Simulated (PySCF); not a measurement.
# 2-fluorobutane: geometry, spin-spin couplings

What spin-spin couplings should 2-fluorobutane (`CC[C@H](C)F`) show?

Programs: PySCF 2.14.0, with density-fitted response routines of our own. Each step states its level of theory. These are calculated values for one molecule in the gas phase, unless marked as measured. Atoms count from 0, in the outputs and in this text.

## Step 1: The starting structure

14 atoms, charge 0, multiplicity 1; geometry from: GFN2-xTB. The atoms were then displaced at random by about 0.01 Å, so the start is not that level's minimum.

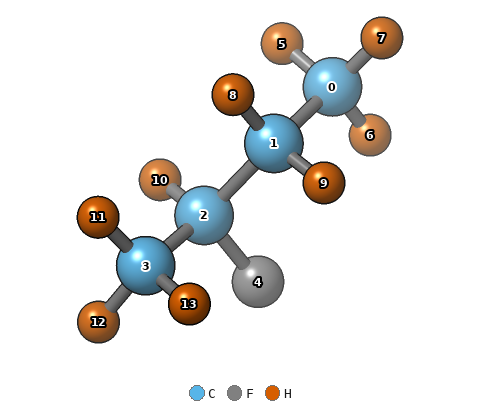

The starting geometry (carbon blue, fluorine grey, hydrogen orange), atoms numbered; sticks join atoms by distance.

## Step 2: Geometry optimisation at PBE0-D3(BJ)/def2-SVP

The job: settings as JSON, then the geometry in Å.

```
{"job": {"xc": "PBE0", "basis": "def2-SVP", "d3": "d3bj", "grid": 1, "shake": 0.01, "kind": "geom"}, "charge": 0, "multiplicity": 1}
C      1.930180    -0.275960    -0.253060
C      0.621080     0.318540     0.330670
C     -0.638530    -0.292800    -0.310700
C     -1.876480     0.327400     0.211610
F     -0.642230    -1.655140    -0.029250
H      1.979660    -0.012000    -1.319680
H      1.932160    -1.333220    -0.140180
H      2.793190     0.169570     0.243980
H      0.589850     1.408290     0.199370
H      0.595350     0.124780     1.416690
H     -0.575540    -0.227850    -1.388580
H     -1.952770     1.374730    -0.056830
H     -2.794060    -0.185010    -0.217460
H     -1.969000     0.243590     1.305670
```

On the command line:

```
OMP_NUM_THREADS=1 python probes_run.py task.json out
```

The driver reads the jobs from task.json and runs them one after another.

The program printed:

```text
step   0  E = -257.21472583  max force = 0.039486
step   1  E = -257.21835917  max force = 0.009395
step   2  E = -257.21923695  max force = 0.003239
step   3  E = -257.21931194  max force = 0.000754
step   4  E = -257.21933224  max force = 0.000544
step   5  E = -257.21935856  max force = 0.001475
step   6  E = -257.21937331  max force = 0.001198
step   7  E = -257.21937814  max force = 0.000346
optimisation converged
```

Wall time 34 s (1 thread of Arm Neoverse V1, shared host); peak memory 0.48 GiB.

The steps of the relaxation:

```tsv
step	energy from step 0 (eV)	largest force component (eV/Å)
0	0.0000	2.0305
1	-0.0989	0.4831
2	-0.1228	0.1666
3	-0.1248	0.0388
4	-0.1253	0.0280
5	-0.1261	0.0758
6	-0.1265	0.0616
7	-0.1266	0.0178
```

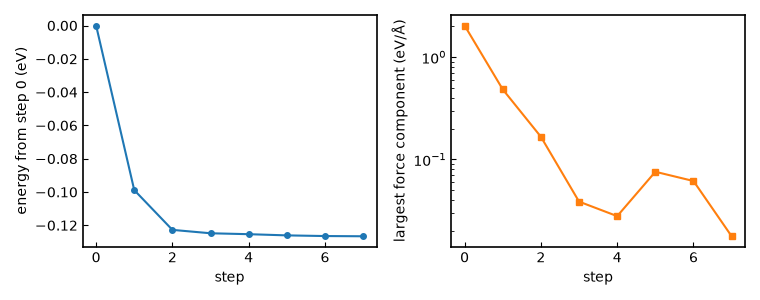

Energy and largest force along the relaxation.

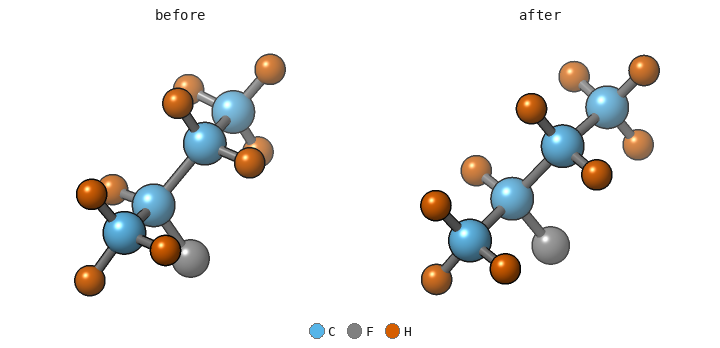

Before and after, at one scale.

Close pairs (by a distance rule), those that changed most:

```tsv
bond	before (Å)	after (Å)	change (Å)
C0–H6	1.063	1.100	+0.036
C3–H12	1.135	1.099	-0.036
C0–C1	1.552	1.519	-0.033
C2–C3	1.480	1.510	+0.030
C2–H10	1.082	1.107	+0.025
C1–C2	1.540	1.517	-0.023
C3–H11	1.084	1.100	+0.016
C0–H7	1.091	1.100	+0.009
```

The final coordinates are the input of the step that follows.

```tsv
at the end point	value
point group (found at 0.08 Å tolerance)	C1
rotational constants (GHz, main isotopes)	8.283, 3.493, 2.707
dipole moment (D)	1.70
```

## Step 3: Spin-spin couplings: B3LYP/cc-pVTZ

The job: settings as JSON, then the geometry in Å.

```
{"job": {"kind": "j", "xc": "B3LYP", "basis": "cc-pVTZ"}, "charge": 0, "multiplicity": 1}
C      1.927173    -0.016097     0.254930
C      0.480852     0.407830     0.445723
C     -0.481058    -0.324475    -0.469915
C     -1.931496     0.033084    -0.248556
F     -0.330647    -1.688615    -0.269033
H      2.273997     0.191863    -0.769934
H      2.037607    -1.095596     0.432359
H      2.596105     0.514726     0.948314
H      0.366408     1.490277     0.266141
H      0.165945     0.229407     1.488611
H     -0.201413    -0.130813    -1.523297
H     -2.108654     1.097244    -0.463797
H     -2.579111    -0.566896    -0.903632
H     -2.219538    -0.163027     0.795826
```

Level: B3LYP/cc-pVTZ indirect spin-spin coupling, non-relativistic, gas phase.

The program printed:

```text
coarse grid: 11016 points
cycle   1  E = -257.7270713733  dE =  2.332e-01  |g| = 6.119e-01  |ddm| = 7.458e+00
cycle   2  E = -257.6708486174  dE =  5.622e-02  |g| = 8.699e-01  |ddm| = 2.204e+00
cycle   3  E = -257.7995722770  dE = -1.287e-01  |g| = 9.283e-02  |ddm| = 1.240e+00
cycle   4  E = -257.8009016578  dE = -1.329e-03  |g| = 3.729e-02  |ddm| = 1.763e-01
cycle   5  E = -257.8011758810  dE = -2.742e-04  |g| = 4.763e-03  |ddm| = 5.618e-02
cycle   6  E = -257.8011797682  dE = -3.887e-06  |g| = 1.611e-03  |ddm| = 8.173e-03
final grid: 104784 points
cycle   7  E = -257.7975485985  dE = -8.527e-05  |g| = 8.415e-03  |ddm| = 1.288e-01
cycle   8  E = -257.7975342990  dE =  1.430e-05  |g| = 1.222e-02  |ddm| = 2.958e-02
cycle   9  E = -257.7975627188  dE = -2.842e-05  |g| = 1.086e-03  |ddm| = 1.622e-02
cycle  10  E = -257.7975628870  dE = -1.683e-07  |g| = 3.551e-04  |ddm| = 1.960e-03
cycle  11  E = -257.7975629117  dE = -2.467e-08  |g| = 4.568e-05  |ddm| = 5.720e-04
cycle  12  E = -257.7975629120  dE = -3.593e-10  |g| = 2.133e-05  |ddm| = 9.836e-05
converged SCF energy = -257.7975629120

Indirect spin-spin couplings (Hz)
  i      j    bonds     total        FC       PSO       DSO        SD
  0 C    1 C    1     26.816    26.907    -0.276     0.185         -
  0 C    2 C    2     -1.157    -1.021    -0.161     0.025         -
  0 C    3 C    3      3.394     3.443     0.025    -0.073         -
  0 C    4 F    3      3.584     4.480    -0.897     0.024    -0.023
  0 C    5 H    1    115.740   113.666     1.451     0.624         -
  0 C    6 H    1    120.291   118.355     1.290     0.645         -
  0 C    7 H    1    118.611   116.562     1.466     0.582         -
  0 C    8 H    2     -3.558    -3.514     0.160    -0.204         -
  0 C    9 H    2     -2.038    -2.020     0.162    -0.180         -
  0 C   10 H    3      2.923     2.885     0.006     0.032         -
  0 C   12 H    4      1.455     1.513     0.270    -0.327         -
  0 C   13 H    4     -0.219    -0.176     0.200    -0.243         -
  1 C    2 C    1     32.694    33.496    -1.072     0.269         -
  1 C    3 C    2      1.844     2.084    -0.246     0.006         -
  1 C    4 F    2     17.465    18.481    -1.602    -0.007     0.594
  1 C    5 H    2     -3.188    -3.193     0.162    -0.157         -
  1 C    6 H    2     -3.956    -3.977     0.147    -0.125         -
  1 C    7 H    2     -2.723    -2.703     0.159    -0.178         -
  1 C    8 H    1    113.544   111.456     1.197     0.891         -
  1 C    9 H    1    115.455   113.455     1.075     0.925         -
  1 C   10 H    2      0.127     0.258    -0.080    -0.051         -
  1 C   11 H    3      0.463     0.482    -0.036     0.017         -
  1 C   12 H    3      8.547     8.665     0.318    -0.437         -
  1 C   13 H    3      3.431     3.449    -0.067     0.049         -
  2 C    3 C    1     32.355    33.084    -0.966     0.237         -
  2 C    4 F    1   -227.584  -273.044    24.047     0.875    20.538
  2 C    5 H    3      2.140     2.190    -0.140     0.090         -
  2 C    6 H    3      1.959     2.009    -0.078     0.028         -
  2 C    7 H    3      9.078     9.169     0.283    -0.374         -
  2 C    8 H    2      2.358     2.356    -0.060     0.062         -
  2 C    9 H    2     -5.564    -5.460    -0.149     0.045         -
  2 C   10 H    1    134.941   133.960    -0.247     1.228         -
  2 C   11 H    2      2.440     2.421     0.044    -0.025         -
  2 C   12 H    2     -5.381    -5.234    -0.094    -0.054         -
  2 C   13 H    2     -5.751    -5.649    -0.067    -0.035         -
  3 C    4 F    2     19.448    22.144    -2.836    -0.070     0.209
  3 C    5 H    4     -0.280    -0.237     0.210    -0.253         -
  3 C    6 H    4     -0.387    -0.326     0.226    -0.287         -
  3 C    7 H    4      0.409     0.447     0.262    -0.300         -
  3 C    8 H    3      0.612     0.620    -0.029     0.021         -
  3 C    9 H    3      3.274     3.294    -0.068     0.049         -
  3 C   10 H    2      0.274     0.448    -0.030    -0.144         -
  3 C   11 H    1    114.873   112.779     1.443     0.651         -
  3 C   12 H    1    120.540   118.561     1.319     0.660         -
  3 C   13 H    1    118.541   116.546     1.307     0.687         -
  4 F    5 H    4     -0.515    -0.597     0.802    -0.424    -0.296
  4 F    6 H    4      1.168     1.540    -1.384     1.137    -0.125
  4 F    7 H    4      1.567     2.071     0.892    -1.253    -0.143
  4 F    8 H    3     31.434    33.452     0.193    -2.044    -0.168
  4 F    9 H    3      6.145     5.336     1.349    -0.169    -0.371
  4 F   10 H    2     40.818    36.935     8.329    -0.845    -3.600
  4 F   11 H    3     42.638    44.713     0.173    -2.063    -0.185
  4 F   12 H    3      5.875     5.666     0.844    -0.124    -0.511
  4 F   13 H    3      5.370     5.150     0.866    -0.258    -0.388
  5 H    6 H    2    -11.039   -11.015     2.317    -2.341         -
  5 H    7 H    2    -11.693   -11.646     2.491    -2.539         -
  5 H    8 H    3      3.714     3.749     0.462    -0.497         -
  5 H    9 H    3     13.610    14.057     2.314    -2.761         -
  5 H   12 H    5     -0.261    -0.123     0.850    -0.989         -
  6 H    7 H    2    -11.495   -11.438     2.455    -2.513         -
  6 H    8 H    3     14.086    14.540     2.316    -2.770         -
  6 H    9 H    3      3.705     3.732     0.387    -0.414         -
  6 H   10 H    4     -0.334    -0.249     0.463    -0.547         -
  6 H   11 H    5     -0.156     0.023     1.069    -1.247         -
  6 H   12 H    5     -0.242    -0.083     0.982    -1.140         -
  7 H    8 H    3      3.634     3.687     0.491    -0.544         -
  7 H    9 H    3      3.319     3.344     0.387    -0.411         -
  7 H   10 H    4     -0.533    -0.318     1.256    -1.471         -
  7 H   12 H    5      0.201     0.382     1.135    -1.316         -
  7 H   13 H    5     -0.177    -0.065     0.766    -0.878         -
  8 H    9 H    2    -12.618   -12.673     1.891    -1.836         -
  8 H   10 H    3      1.901     1.858     0.202    -0.159         -
  8 H   11 H    4      0.827     0.654    -1.047     1.220         -
  8 H   13 H    4     -0.209    -0.153     0.410    -0.466         -
  9 H   10 H    3      9.878    10.400     2.247    -2.769         -
  9 H   11 H    4     -0.156    -0.101     0.418    -0.473         -
  9 H   12 H    4     -0.509    -0.278     1.303    -1.535         -
 10 H   11 H    3      1.782     1.783     0.308    -0.309         -
 10 H   12 H    3      4.121     4.146     0.293    -0.318         -
 10 H   13 H    3     11.489    12.012     2.294    -2.817         -
 11 H   12 H    2    -12.083   -12.035     2.465    -2.514         -
 11 H   13 H    2    -11.540   -11.506     2.398    -2.431         -
 12 H   13 H    2    -10.563   -10.533     2.363    -2.392         -
```

Run time: 39 s. Hardware: 1 thread of Arm Neoverse V1, shared host; peak memory 0.98 GiB.

The basis is not made for couplings: without tight functions at the nuclei these values are rough.

Couplings of 1 Hz or more, nine at most for each number of bonds, with means over like pairs (isotopes 13C, 19F, 1H):

```tsv
pair	bonds	J (Hz)	Fermi contact (Hz)	dihedral (°)
C2–F4	1	-227.6	-273.0	–
C2–H10	1	134.9	134.0	–
C0–H5	1	118.2	116.2	–
C3–H11	1	118.0	116.0	–
C1–H9	1	115.5	113.5	–
C1–H8	1	113.5	111.5	–
C1–C2	1	32.7	33.5	–
C2–C3	1	32.4	33.1	–
C0–C1	1	26.8	26.9	–
F4–H10	2	40.8	36.9	–
C3–F4	2	19.4	22.1	–
C1–F4	2	17.5	18.5	–
H8–H9	2	-12.6	-12.7	–
H5–H6	2	-11.4	-11.4	–
H11–H12	2	-11.4	-11.4	–
C2–H9	2	-5.6	-5.5	–
C0–H8	2	-3.6	-3.5	–
C1–H5	2	-3.3	-3.3	–
F4–H8	3	31.4	33.5	179
F4–H11	3	18.0	18.5	–
H9–H10	3	9.9	10.4	178
H5–H8	3	7.1	7.3	–
H5–H9	3	6.9	7.0	–
F4–H9	3	6.1	5.3	-66
H10–H11	3	5.8	6.0	–
C2–H5	3	4.4	4.5	–
C1–H11	3	4.1	4.2	–
```

The spin-dipole term was solved for some atoms only; pairs without it lack that part.

## Step 4: Indirect couplings: B3LYP/6-31G*

Same as in step 3 but for these lines:

```diff
@@ -1,2 +1,2 @@
-{"job": {"kind": "j", "xc": "B3LYP", "basis": "cc-pVTZ"}, "charge": 0, "multiplicity": 1}
+{"job": {"kind": "j", "xc": "B3LYP", "basis": "6-31G*"}, "charge": 0, "multiplicity": 1}
 C      1.927173    -0.016097     0.254930
```

Level: B3LYP/6-31G* indirect spin-spin coupling, non-relativistic, gas phase.

The program printed:

```text
coarse grid: 11016 points
cycle   1  E = -257.6389277322  dE =  2.506e-01  |g| = 6.101e-01  |ddm| = 3.038e+00
cycle   2  E = -257.5928021662  dE =  4.613e-02  |g| = 8.175e-01  |ddm| = 1.253e+00
cycle   3  E = -257.7149847933  dE = -1.222e-01  |g| = 8.096e-02  |ddm| = 7.296e-01
cycle   4  E = -257.7162389017  dE = -1.254e-03  |g| = 2.558e-02  |ddm| = 8.336e-02
cycle   5  E = -257.7163839791  dE = -1.451e-04  |g| = 3.080e-03  |ddm| = 2.360e-02
cycle   6  E = -257.7163857822  dE = -1.803e-06  |g| = 1.141e-03  |ddm| = 3.530e-03
final grid: 104784 points
cycle   7  E = -257.6880812072  dE = -1.614e-05  |g| = 7.708e-03  |ddm| = 1.611e-02
cycle   8  E = -257.6880699810  dE =  1.123e-05  |g| = 1.091e-02  |ddm| = 1.515e-02
cycle   9  E = -257.6880944724  dE = -2.449e-05  |g| = 8.526e-04  |ddm| = 8.676e-03
cycle  10  E = -257.6880946140  dE = -1.416e-07  |g| = 1.309e-04  |ddm| = 7.945e-04
cycle  11  E = -257.6880946172  dE = -3.261e-09  |g| = 2.517e-05  |ddm| = 1.159e-04
cycle  12  E = -257.6880946173  dE = -1.181e-10  |g| = 1.330e-05  |ddm| = 3.504e-05
converged SCF energy = -257.6880946173

Indirect spin-spin couplings (Hz)
  i      j    bonds     total        FC       PSO       DSO        SD
  0 C    1 C    1     49.964    50.037    -0.259     0.187         -
  0 C    2 C    2     -1.429    -1.360    -0.094     0.024         -
  0 C    3 C    3      4.181     4.221     0.033    -0.073         -
  0 C    4 F    3      4.570     5.359    -0.795     0.030    -0.024
  0 C    5 H    1    140.007   138.313     1.007     0.687         -
  0 C    6 H    1    144.843   143.256     0.879     0.708         -
  0 C    7 H    1    141.557   139.867     1.042     0.648         -
  0 C    8 H    2     -3.598    -3.564     0.160    -0.195         -
  0 C    9 H    2     -2.277    -2.270     0.163    -0.171         -
  0 C   10 H    3      2.899     2.829     0.035     0.035         -
  0 C   12 H    4      1.427     1.535     0.217    -0.326         -
  0 C   13 H    4     -0.251    -0.180     0.171    -0.242         -
  1 C    2 C    1     54.840    55.442    -0.872     0.270         -
  1 C    3 C    2      1.703     1.850    -0.154     0.006         -
  1 C    4 F    2     20.335    20.849    -1.050     0.012     0.524
  1 C    5 H    2     -2.907    -2.896     0.135    -0.146         -
  1 C    6 H    2     -3.747    -3.763     0.131    -0.115         -
  1 C    7 H    2     -2.567    -2.539     0.140    -0.168         -
  1 C    8 H    1    141.175   139.387     0.835     0.953         -
  1 C    9 H    1    145.333   143.625     0.722     0.986         -
  1 C   10 H    2      0.696     0.755    -0.019    -0.040         -
  1 C   11 H    3      0.483     0.479    -0.016     0.020         -
  1 C   12 H    3      8.094     8.273     0.253    -0.432         -
  1 C   13 H    3      3.242     3.232    -0.042     0.052         -
  2 C    3 C    1     54.987    55.533    -0.784     0.238         -
  2 C    4 F    1   -198.236  -239.453    23.323     0.970    16.924
  2 C    5 H    3      2.146     2.167    -0.114     0.093         -
  2 C    6 H    3      1.763     1.792    -0.060     0.032         -
  2 C    7 H    3      8.492     8.647     0.215    -0.370         -
  2 C    8 H    2      2.136     2.072    -0.006     0.070         -
  2 C    9 H    2     -4.573    -4.510    -0.118     0.056         -
  2 C   10 H    1    159.693   158.852    -0.447     1.288         -
  2 C   11 H    2      2.326     2.294     0.049    -0.017         -
  2 C   12 H    2     -4.693    -4.562    -0.088    -0.043         -
  2 C   13 H    2     -4.769    -4.668    -0.077    -0.023         -
  3 C    4 F    2     21.553    23.372    -2.013    -0.052     0.245
  3 C    5 H    4     -0.322    -0.251     0.180    -0.251         -
  3 C    6 H    4     -0.394    -0.302     0.194    -0.286         -
  3 C    7 H    4      0.396     0.481     0.214    -0.298         -
  3 C    8 H    3      0.640     0.617    -0.001     0.024         -
  3 C    9 H    3      3.048     3.032    -0.037     0.052         -
  3 C   10 H    2      0.932     1.046     0.020    -0.134         -
  3 C   11 H    1    138.850   137.131     1.003     0.716         -
  3 C   12 H    1    144.971   143.341     0.904     0.726         -
  3 C   13 H    1    143.857   142.228     0.879     0.751         -
  4 F    5 H    4     -0.287    -0.388     0.747    -0.390    -0.255
  4 F    6 H    4      1.733     1.748    -1.065     1.137    -0.086
  4 F    7 H    4      0.881     1.583     0.647    -1.225    -0.124
  4 F    8 H    3     29.645    31.998    -0.257    -1.979    -0.117
  4 F    9 H    3      5.869     5.140     1.170    -0.111    -0.330
  4 F   10 H    2     49.614    46.369     7.059    -0.686    -3.127
  4 F   11 H    3     39.686    41.972    -0.180    -1.999    -0.107
  4 F   12 H    3      6.882     6.620     0.753    -0.070    -0.420
  4 F   13 H    3      5.730     5.517     0.762    -0.202    -0.347
  5 H    6 H    2    -15.467   -14.468     1.220    -2.219         -
  5 H    7 H    2    -15.551   -14.482     1.348    -2.417         -
  5 H    8 H    3      3.241     3.574     0.123    -0.456         -
  5 H    9 H    3     13.375    14.507     1.583    -2.716         -
  5 H   10 H    4      0.269    -0.168    -0.944     1.382         -
  5 H   11 H    5     -0.224     0.032     0.381    -0.637         -
  5 H   12 H    5     -0.491    -0.127     0.614    -0.978         -
  5 H   13 H    5     -0.312     0.145     0.765    -1.222         -
  6 H    7 H    2    -15.462   -14.393     1.319    -2.389         -
  6 H    8 H    3     13.695    14.832     1.587    -2.724         -
  6 H    9 H    3      3.188     3.502     0.061    -0.375         -
  6 H   10 H    4     -0.500    -0.196     0.220    -0.524         -
  6 H   11 H    5     -0.428     0.035     0.771    -1.235         -
  6 H   12 H    5     -0.503    -0.090     0.719    -1.132         -
  6 H   13 H    5     -0.241     0.048     0.453    -0.742         -
  7 H    8 H    3      3.134     3.501     0.140    -0.507         -
  7 H    9 H    3      2.906     3.226     0.054    -0.374         -
  7 H   10 H    4     -0.869    -0.293     0.871    -1.447         -
  7 H   11 H    5     -0.328    -0.001     0.564    -0.891         -
  7 H   13 H    5     -0.384    -0.069     0.553    -0.868         -
  8 H    9 H    2    -16.254   -15.537     0.998    -1.714         -
  8 H   10 H    3      1.390     1.553    -0.051    -0.112         -
  8 H   11 H    4      1.072     0.698    -0.856     1.230         -
  8 H   12 H    4     -0.337     0.276     0.895    -1.508         -
  8 H   13 H    4     -0.424    -0.157     0.173    -0.440         -
  9 H   10 H    3      9.973    11.115     1.577    -2.719         -
  9 H   11 H    4     -0.383    -0.112     0.177    -0.448         -
  9 H   12 H    4     -0.861    -0.249     0.900    -1.511         -
  9 H   13 H    4      0.261    -0.250    -1.047     1.557         -
 10 H   11 H    3      1.240     1.496     0.009    -0.264         -
 10 H   12 H    3      3.674     3.956    -0.008    -0.275         -
 10 H   13 H    3     11.300    12.491     1.578    -2.769         -
 11 H   12 H    2    -15.906   -14.860     1.341    -2.387         -
 11 H   13 H    2    -15.745   -14.722     1.284    -2.307         -
 12 H   13 H    2    -14.801   -13.788     1.257    -2.269         -
```

Wall time 7.8 s (1 thread of Arm Neoverse V1, shared host); peak memory 0.52 GiB.

The basis is not made for couplings: without tight functions at the nuclei these values are rough.

This run: J(C2,F4) -198.2 Hz, J(C2,H10) 159.7 Hz, J(C1,H9) 145.3 Hz (means over like pairs).

## Step 5: Comparing the runs: spin-spin couplings

Couplings (Hz), each a mean over the pairs like the one named, with basis size and wall time:

```tsv
run	C2–F4	C2–H10	C0–H5	C3–H11	C1–H9	C1–H8	F4–H10	functions	time
B3LYP/cc-pVTZ	-227.6	134.9	118.2	118.0	115.5	113.5	40.8	276	39 s
B3LYP/6-31G*	-198.2	159.7	142.1	142.6	145.3	141.2	49.6	88	7.8 s
```

## Step 6: Results

| quantity | value |
| --- | --- |
| point group | C1 |
| rotational constants (main isotopes) | 8.28, 3.49, 2.71 GHz |
| largest coupling of the table (B3LYP/cc-pVTZ) | 1J(C,F) C2–F4, -227.6 Hz |
| range of J(C2,F4), mean over like pairs | -227.6 to -198.2 Hz |

**Reading.** Over 7 steps the energy fell by 0.127 eV; of the close pairs, C0–H6 changed most, 1.063 to 1.100 Å. Of the pairs tabulated at B3LYP/cc-pVTZ, C2–F4 couples most strongly (-227.6 Hz; Fermi contact -273.0 Hz). Couplings across rotatable bonds belong to this one conformer; where others are populated, the observed values are averages. The coupling C2–F4, as a mean over pairs of its kind, runs from -227.6 Hz (B3LYP/cc-pVTZ) to -198.2 Hz (B3LYP/6-31G*). Couplings from bases without tight functions are rough.
